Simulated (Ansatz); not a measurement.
**CH7NO2Si2 (SMILES N[Si]1(O[SiH3])CO1): density, localisation and related maps**

Input file:

```
crystal:
  periodic: [false, false, false]
  atoms:
    - { symbol: "N", position_ang: [-1.6275, 0.6268, -1.2952] }
    - { symbol: Si, position_ang: [-0.9838, -0.3019, -0.0999] }
    - { symbol: O, position_ang: [0.5658, -0.5428, -0.5254] }
    - { symbol: Si, position_ang: [1.8308, -1.6842, -0.2512] }
    - { symbol: C, position_ang: [-0.6613, 1.439, 1.4118] }
    - { symbol: O, position_ang: [-1.3174, 0.2408, 1.3499] }
    - { symbol: H, position_ang: [-0.988, 1.4134, -1.5222] }
    - { symbol: H, position_ang: [-2.4483, 1.1489, -0.9087] }
    - { symbol: H, position_ang: [2.9817, -1.3412, -0.976] }
    - { symbol: H, position_ang: [2.0853, -1.7526, 1.2204] }
    - { symbol: H, position_ang: [1.2325, -3.0157, -0.6626] }
    - { symbol: H, position_ang: [-1.0246, 2.2753, 0.8456] }
    - { symbol: H, position_ang: [0.3753, 1.4595, 1.4282] }
basis:
  gaussian: { orbitals: def2-SVP }
hamiltonian:
  xc: hf
relax:
  f_tol: 0.015
  max_steps: 40
output:
  orbitals: {}
```

Launched as:

```sh
ansatz run input.yaml --threads 2 --pin off --max-ram 3072MiB --backend cpu --events-out ev --progress --plain --runs-dir out
```

The fields are those of the relaxed geometry.

Computed with Ansatz, RHF/def2-SVP.

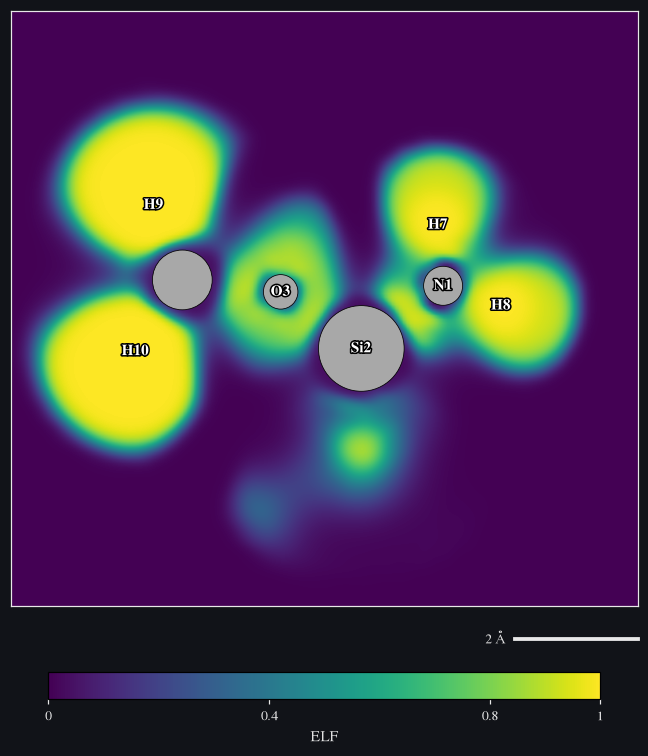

Figure 1. ELF on the plane of atoms Si2, N1 and H8. Grey discs cover the atomic cores.

Question: Read the bonding off the picture.

Answer: The section cuts through N, Si, O and H sites.
Si–O (1.62 Å): the ELF peaks at about 0.90 between the atoms; a shared but strongly polarised pair.
Si–N (1.68 Å): the ELF peaks at about 0.90 between the atoms (a polar covalent bond).
N–H (1.00 Å): the ELF climbs to about 1 towards the hydrogen, as it does in any bond to H; a covalent bond by its length.
The ELF also peaks beside O3, away from the bonds: lone-pair regions.

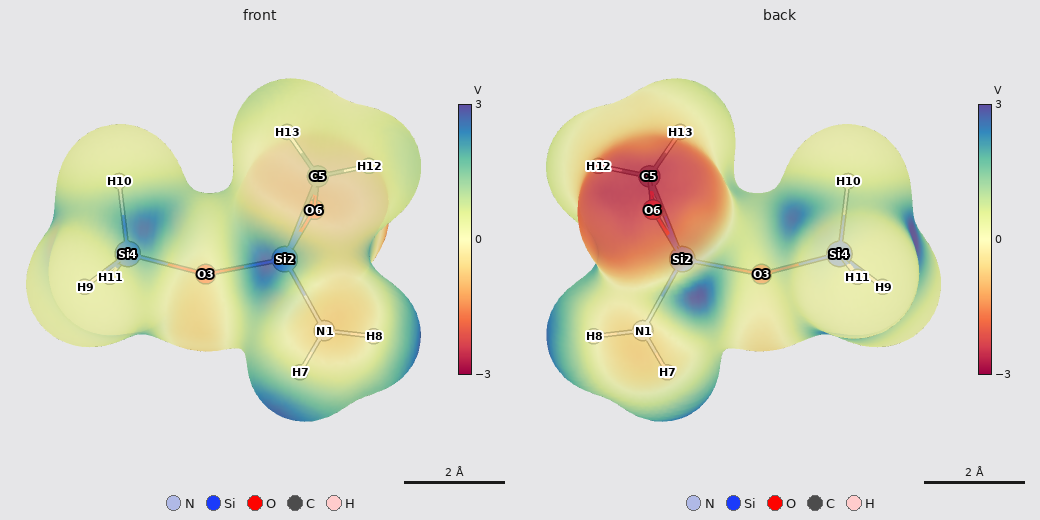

Figure 2. The molecular electrostatic potential painted on the density surface at 0.004 e/bohr³, seen from the front and from behind; red is negative and blue positive.

Question: Where is the surface potential most negative and most positive?

Answer: The most negative region (about −2.6 V) lies over O6, the most positive (about +2.8 V) over Si2 and Si4. O6 is the likeliest acceptor of a hydrogen bond.

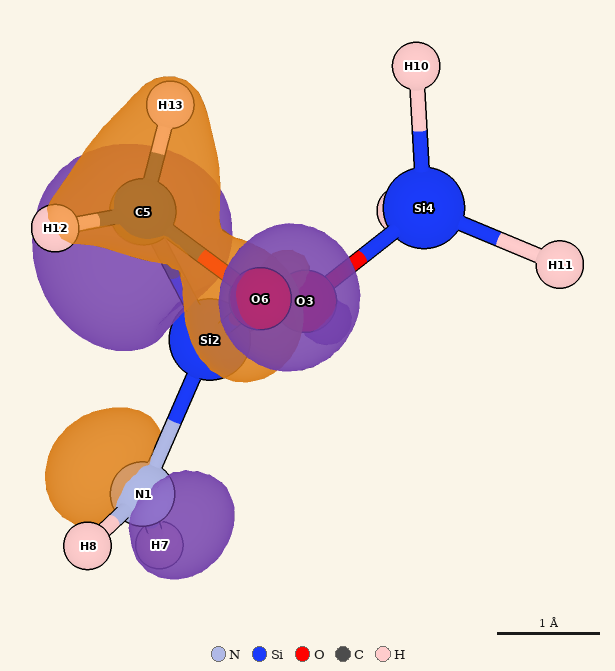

Figure 3. The HOMO at ±0.15 Å⁻³ᐟ² (orange and purple are the two phases), seen at an oblique angle.

Question: Where does this orbital lie, and at what energy?

Answer: It lies mainly on C5 (about 35 %), O6 (about 25 %), Si2 (about 20 %) and N1 (about 10 %). Its energy is −10.15 eV.
